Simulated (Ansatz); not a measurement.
**Zn$_{12}$H$_{2}$O: nudged elastic band (part 2 of 2)**

The same run, continued: Zn$_{12}$H$_{2}$O (slab, 15 atoms in the cell); DFT PBE-D3(BJ), scalar-relativistic, plane waves, PAW, no spin polarisation (Ansatz 0.2.0); cutoff 420 eV, 5×5×1 k-mesh, Gaussian smearing of 0.05 eV. One setting was made poor on purpose. The input holds or restrains some coordinates. It belongs to a series of runs on one base structure; here: band between the two ends.

Geometry of the input (Å; fractional positions):
```
5.3200  0.0000  0.0000
2.6600  4.6073  0.0000
0.0000  0.0000  17.9370
Zn 0.0000  0.0000  0.0558
Zn 0.5000  0.0000  0.0558
Zn -0.0000  0.5000  0.0558
Zn 0.5000  0.5000  0.0558
Zn -0.1678  0.3339  0.1872
Zn 0.3335  0.3338  0.1870
Zn -0.1668  0.8335  0.1861
Zn 0.3340  0.8321  0.1874
Zn -0.0003  0.0003  0.3157
Zn 0.5000  0.0003  0.3155
Zn 0.0002  0.5002  0.3156
Zn 0.4998  0.4976  0.3262
O  0.5014  0.5494  0.4710
H  0.6871  0.5440  0.4714
H  0.3603  0.7559  0.4674
```

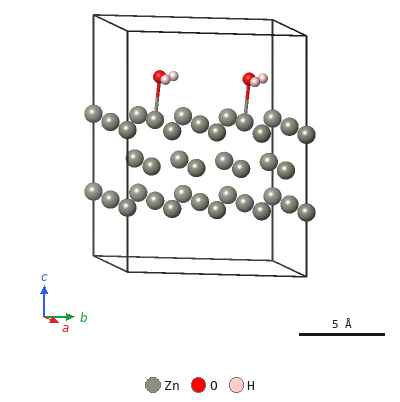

Figure 1. The input geometry (ball-and-stick view of the 1 × 2 repeat of the cell, with the vacuum cut short, seen slightly off an axis).

Output, continued
```
--- Forces (eV/Å), atoms counted from 1 ---
  atom   1  Zn    -0.01718524     0.01191459     0.04122270
  atom   2  Zn     0.02815774     0.09693683    -0.04341782
  atom   3  Zn     0.06488513    -0.03823756     0.04014833
  atom   4  Zn    -0.06777570    -0.07268975    -0.03751377
  atom   5  Zn    -0.00036002    -0.00061581    -0.00359714
  atom   6  Zn    -0.00062575     0.00150000    -0.00101717
  atom   7  Zn     0.00052532    -0.00149500    -0.00043358
  atom   8  Zn     0.00045840     0.00053255     0.00313883
  atom   9  Zn    -0.00097952     0.00094472     0.00036870
  atom  10  Zn    -0.00898750     0.00461555    -0.02071303
  atom  11  Zn     0.00045296    -0.00137241     0.00276448
  atom  12  Zn     0.00184522     0.00381081     0.01194153
  atom  13  O      0.00357017    -0.00817709    -0.00296561
  atom  14  H      0.00456044    -0.00293052     0.00397085
  atom  15  H     -0.00845627     0.00511177     0.00613450
  max |Σ_I F_I| component: 1.51e-4 eV/Å
--- Band table (eV; the first three rows and the last of 13) ---
  k-point 0: bands = ["-17.3719", "-7.7623", "-6.7584", "-6.2708", "-6.1015", "-6.0434", "-6.0394", "-6.0200", "-5.9850", "-5.8966", "-5.8951", "-5.8831", "-5.8503", "-5.7948", "-5.7484", "-5.6803", "-5.6565", "-5.5455", "-5.5304", "-5.4392", "-5.4063", "-5.3214", "-5.3131", "-5.2994", "-5.2805", "-5.2612", "-5.2000", "-5.1601", "-5.1407", "-5.1230", "-5.0933", "-5.0446", "-5.0063", "-4.9969", "-4.9866", "-4.9682", "-4.9139", "-4.8893", "-4.8709", "-4.8537", "-4.8311", "-4.7843", "-4.7797", "-4.7725", "-4.7402", "-4.7238", "-4.7068", "-4.6868", "-4.6685", "-4.6609", "-4.6587", "-4.6328", "-4.6313", "-4.6271", "-4.5130", "-4.5086", "-4.5049", "-4.4867", "-4.4814", "-4.4676", "-4.3892", "-4.3756", "-4.3625", "-4.0296", "-2.8731", "-1.5008", "-1.3663", "-0.9274", "-0.1994", "-0.0590", "-0.0439", "0.5652", "0.5943", "0.6417", "1.0091", "1.2101", "1.5952", "2.5299", "2.9494", "3.1281", "3.2058", "4.1988", "4.3114", "4.5601", "4.6354", "5.0659", "5.2317", "5.8891", "6.3152", "6.6863", "7.4431", "7.8479"]
  k-point 1: bands = ["-17.3703", "-7.4793", "-6.5635", "-6.1181", "-6.0570", "-5.9972", "-5.9447", "-5.9432", "-5.8867", "-5.8465", "-5.8291", "-5.8092", "-5.7957", "-5.7336", "-5.6921", "-5.6342", "-5.6100", "-5.5080", "-5.4983", "-5.4278", "-5.3986", "-5.3346", "-5.3297", "-5.2947", "-5.2701", "-5.2285", "-5.2113", "-5.2035", "-5.1548", "-5.1048", "-5.0820", "-5.0739", "-5.0662", "-5.0366", "-5.0175", "-5.0098", "-4.9418", "-4.9265", "-4.9090", "-4.8800", "-4.8654", "-4.8271", "-4.8085", "-4.7958", "-4.7697", "-4.7535", "-4.7250", "-4.7095", "-4.7033", "-4.6947", "-4.6855", "-4.6799", "-4.6439", "-4.6233", "-4.6027", "-4.5970", "-4.5828", "-4.5681", "-4.5434", "-4.5403", "-4.4820", "-4.4766", "-4.4478", "-3.8887", "-3.1252", "-2.3621", "-1.8018", "-1.1093", "-0.9438", "-0.8640", "-0.4415", "-0.1645", "0.7719", "1.0241", "1.6123", "1.7705", "2.0639", "2.8252", "3.6536", "3.7944", "3.9066", "4.1856", "4.2539", "5.1695", "5.5067", "6.0400", "6.2541", "6.3133", "6.6382", "6.7979", "7.3100", "7.6735"]
  k-point 2: bands = ["-17.3677", "-6.7074", "-6.1461", "-6.0404", "-5.9504", "-5.8168", "-5.7832", "-5.7231", "-5.7051", "-5.6938", "-5.6825", "-5.6736", "-5.6544", "-5.6028", "-5.5697", "-5.5313", "-5.4714", "-5.4461", "-5.4197", "-5.4096", "-5.3955", "-5.3783", "-5.3519", "-5.3379", "-5.3108", "-5.3018", "-5.2230", "-5.2067", "-5.1960", "-5.1595", "-5.1488", "-5.1132", "-5.0913", "-5.0616", "-5.0498", "-5.0292", "-5.0186", "-4.9926", "-4.9663", "-4.9428", "-4.9300", "-4.9221", "-4.9101", "-4.8938", "-4.8864", "-4.8618", "-4.8590", "-4.8343", "-4.8133", "-4.7994", "-4.7868", "-4.7607", "-4.7379", "-4.7288", "-4.7159", "-4.6817", "-4.6674", "-4.6561", "-4.6329", "-4.6252", "-4.5365", "-4.5333", "-4.4517", "-4.3225", "-3.7696", "-3.1754", "-2.3189", "-1.6453", "-1.3362", "-1.1958", "-0.5714", "-0.0717", "0.1588", "0.7166", "1.3793", "2.2761", "2.7730", "3.3689", "4.2818", "4.6759", "4.7573", "5.7701", "6.1160", "6.1986", "6.6804", "6.8487", "7.0959", "7.3089", "7.3808", "7.4781", "7.6758", "7.9693"]
  k-point 12: bands = ["-17.3682", "-6.4106", "-6.1690", "-5.9829", "-5.9517", "-5.7531", "-5.7185", "-5.6901", "-5.6762", "-5.6484", "-5.6352", "-5.5893", "-5.5645", "-5.5416", "-5.5059", "-5.5009", "-5.4904", "-5.4478", "-5.4272", "-5.4189", "-5.4012", "-5.3839", "-5.3678", "-5.3621", "-5.3387", "-5.2825", "-5.2726", "-5.2282", "-5.2185", "-5.1731", "-5.1500", "-5.1422", "-5.1319", "-5.1251", "-5.1059", "-5.0901", "-5.0602", "-5.0427", "-5.0248", "-4.9808", "-4.9639", "-4.9583", "-4.9290", "-4.9053", "-4.8790", "-4.8628", "-4.8515", "-4.8092", "-4.8017", "-4.7806", "-4.7743", "-4.7384", "-4.7287", "-4.7205", "-4.6893", "-4.6685", "-4.6614", "-4.6394", "-4.6193", "-4.5813", "-4.5705", "-4.5283", "-4.4883", "-4.1521", "-3.7098", "-3.3588", "-3.0177", "-2.4519", "-1.5887", "-1.0604", "-0.7794", "-0.3765", "0.8383", "0.9727", "1.5415", "2.7629", "2.9056", "3.8539", "4.0337", "4.3872", "4.9960", "5.3484", "5.3893", "5.9749", "6.4320", "7.2748", "7.5907", "7.7841", "7.9793", "8.0200", "8.2448", "8.4459"]
this run last wrote the band of iteration 17 to [file]; this run last wrote the band within `neb.f_tol` of iteration 16 to [file]
--- NEB band (4 images, 17 band iterations, 318 SCF iterations) ---
  forward barrier  = 1.104838 eV
  backward barrier = 0.246072 eV
  lagrangian_above_aufbau_ev (what the smearing adds, to first order; not taken off the barriers): saddle image -0.002288 eV, end points -0.005962 and -0.002444 eV
  climbing image's point = of an order that was not read
  energies are F+E_penalty+E_count in eV, relative to image 0
  image     s (Å)  Δ vs image 0  max|band force component| (eV/Å)
      0    0.0000      0.000000                                 —
      1    1.8113      0.082817                          3.239e-2
  *   2    3.6353      1.104838                          2.018e-2
      3    4.7790      0.858766                                 —
  climbing-image geometry (image 2):
  cell:  # Å, volume = 439.6456 Å³
    - [5.32, 0.0, 0.0]
    - [2.66, 4.607255, 0.0]
    - [0.0, 0.0, 17.93696]
  atoms:
    - { symbol: Zn, position: [0.0, 0.0, 0.05575080666666666] }
    - { symbol: Zn, position: [0.5, 0.0, 0.05575080666666666] }
    - { symbol: Zn, position: [-6.666666663157628e-9, 0.5000000133333333, 0.05575080666666666] }
    - { symbol: Zn, position: [0.49999999333333334, 0.5000000133333333, 0.05575080666666666] }
    - { symbol: Zn, position: [-0.17446244571637534, 0.33555542726608883, 0.18687214514823874] }
    - { symbol: Zn, position: [0.3378282248961058, 0.3311130150316729, 0.1904258844058815] }
    - { symbol: Zn, position: [-0.1745877063351004, 0.8394637854775446, 0.18675073905458162] }
    - { symbol: Zn, position: [0.3372625177249855, 0.8315027870448899, 0.18684474826338454] }
    - { symbol: Zn, position: [0.004822035479397005, -0.0018068659668027992, 0.3093904810456114] }
    - { symbol: Zn, position: [0.5038431063969102, -0.001353461032880715, 0.34015316752773284] }
    - { symbol: Zn, position: [-0.004526174658466553, 0.5027444757621672, 0.3085954996746609] }
    - { symbol: Zn, position: [0.5024363231476896, 0.4989870003671673, 0.3381211659430834] }
    - { symbol: O, position: [0.5258230399995352, 0.7355785973670687, 0.4251662311414278] }
    - { symbol: H, position: [0.5131603247516473, 0.2455480087294808, 0.3959618697295921] }
    - { symbol: H, position: [0.34942301600955233, 0.8228059770544852, 0.455125829927851] }
```

The last band as extended XYZ (Å, eV, eV/Å)
```
15
Lattice="5.3200 0.0000 0.0000 2.6600 4.6073 0.0000 0.0000 0.0000 17.9370" Properties=species:S:1:pos:R:3:forces:R:3 image=0 energy=-40430.27682
Zn    0.0000    0.0000    1.0000    0.0169   0.0061   0.0162
Zn    2.6600    0.0000    1.0000   -0.0155   0.0022   0.0201
Zn    1.3300    2.3036    1.0000   -0.0045  -0.0114   0.0183
Zn    3.9900    2.3036    1.0000    0.0025   0.0037  -0.0545
Zn   -0.0044    1.5382    3.3579   -0.0019   0.0017  -0.0027
Zn    2.6620    1.5379    3.3542    0.0020   0.0022  -0.0042
Zn    1.3301    3.8404    3.3386    0.0002  -0.0010  -0.0010
Zn    3.9902    3.8336    3.3608   -0.0005  -0.0031  -0.0024
Zn   -0.0007    0.0013    5.6633    0.0009  -0.0023   0.0047
Zn    2.6607    0.0012    5.6590   -0.0007  -0.0051   0.0041
Zn    1.3317    2.3044    5.6601   -0.0031   0.0028   0.0042
Zn    3.9825    2.2925    5.8517    0.0027   0.0041  -0.0030
O     4.1290    2.5311    8.4482   -0.0048   0.0249  -0.0015
H     5.1027    2.5064    8.4549    0.0020  -0.0004  -0.0011
H     3.9275    3.4828    8.3840    0.0038  -0.0244   0.0027
15
Lattice="5.3200 0.0000 0.0000 2.6600 4.6073 0.0000 0.0000 0.0000 17.9370" Properties=species:S:1:pos:R:3:forces:R:3 image=1 energy=-40430.19400
Zn    0.0000    0.0000    1.0000    0.0364   0.0157  -0.0251
Zn    2.6600    0.0000    1.0000    0.0022   0.0149  -0.0533
Zn    1.3300    2.3036    1.0000    0.0189  -0.0004  -0.0191
Zn    3.9900    2.3036    1.0000    0.0142   0.0135  -0.0095
Zn    0.0246    1.5519    3.3201    0.0108   0.0029  -0.0079
Zn    2.6881    1.5498    3.3222    0.0019   0.0070  -0.0200
Zn    1.3536    3.8566    3.3055    0.0096  -0.0011  -0.0097
Zn    4.0190    3.8527    3.3267    0.0013   0.0047  -0.0033
Zn    0.0498    0.0319    5.5975    0.0016   0.0110   0.0096
Zn    2.7191    0.0455    5.6584    0.0083   0.0157  -0.0986
Zn    1.3920    2.3335    5.6056    0.0157   0.0047   0.0144
Zn    4.0693    2.3460    5.6580    0.0117   0.0092  -0.0852
O     4.2526    2.5288    8.1343   -0.0934  -0.1819   0.1069
H     3.5431    1.8598    8.0365    0.0253   0.1571   0.1950
H     3.7829    3.3810    8.2026   -0.0645  -0.0729   0.0058
15
Lattice="5.3200 0.0000 0.0000 2.6600 4.6073 0.0000 0.0000 0.0000 17.9370" Properties=species:S:1:pos:R:3:forces:R:3 image=2 energy=-40429.17198
Zn    0.0000    0.0000    1.0000   -0.0172   0.0119   0.0412
Zn    2.6600    0.0000    1.0000    0.0282   0.0969  -0.0434
Zn    1.3300    2.3036    1.0000    0.0649  -0.0382   0.0401
Zn    3.9900    2.3036    1.0000   -0.0678  -0.0727  -0.0375
Zn   -0.0356    1.5460    3.3519   -0.0004  -0.0006  -0.0036
Zn    2.6780    1.5255    3.4157   -0.0006   0.0015  -0.0010
Zn    1.3042    3.8676    3.3497    0.0005  -0.0015  -0.0004
Zn    4.0060    3.8309    3.3514    0.0005   0.0005   0.0031
Zn    0.0208   -0.0083    5.5495   -0.0010   0.0009   0.0004
Zn    2.6768   -0.0062    6.1013   -0.0090   0.0046  -0.0207
Zn    1.3132    2.3163    5.5353    0.0005  -0.0014   0.0028
Zn    4.0003    2.2990    6.0649    0.0018   0.0038   0.0119
O     4.7540    3.3890    7.6262    0.0036  -0.0082  -0.0030
H     3.3832    1.1313    7.1024    0.0046  -0.0029   0.0040
H     4.0476    3.7909    8.1636   -0.0085   0.0051   0.0061
15
Lattice="5.3200 0.0000 0.0000 2.6600 4.6073 0.0000 0.0000 0.0000 17.9370" Properties=species:S:1:pos:R:3:forces:R:3 image=3 energy=-40429.41805
Zn    0.0000    0.0000    1.0000    0.1761  -0.1062   0.0834
Zn    2.6600    0.0000    1.0000   -0.1712   0.0957  -0.0087
Zn    1.3300    2.3036    1.0000    0.1654  -0.0918  -0.0403
Zn    3.9900    2.3036    1.0000   -0.1734   0.1026  -0.0224
Zn   -0.0155    1.5502    3.2989   -0.0077  -0.0016  -0.0020
Zn    2.6777    1.5243    3.3728    0.0109  -0.0069  -0.0199
Zn    1.3103    3.8430    3.3045   -0.0007   0.0087  -0.0013
Zn    4.0083    3.8259    3.5135    0.0033  -0.0019  -0.0068
Zn   -0.0719    0.0398    5.5158   -0.0044   0.0023   0.0042
Zn    2.7131   -0.0405    6.0522   -0.0053   0.0084   0.0111
Zn    1.3168    2.3134    5.5525    0.0119  -0.0076   0.0032
Zn    4.0720    2.2477    6.1241   -0.0067   0.0072   0.0059
O     4.6453    3.4839    7.6267   -0.0260   0.0132   0.0050
H     2.4973    1.6360    6.7318    0.0050  -0.0103   0.0018
H     3.8934    3.9168    8.0738    0.0227  -0.0118  -0.0133
```

Summary

- outcome: converged under the restraints of the input
- barrier, forward: 1.105 eV
- barrier, backward: 0.246 eV
- electrons treated: 152
- wall time: 2.8 min (CPU time 10 min)
- peak memory: 2.1 GiB

Remarks

A deliberately poor setting: few images. The order of the saddle point was not checked.
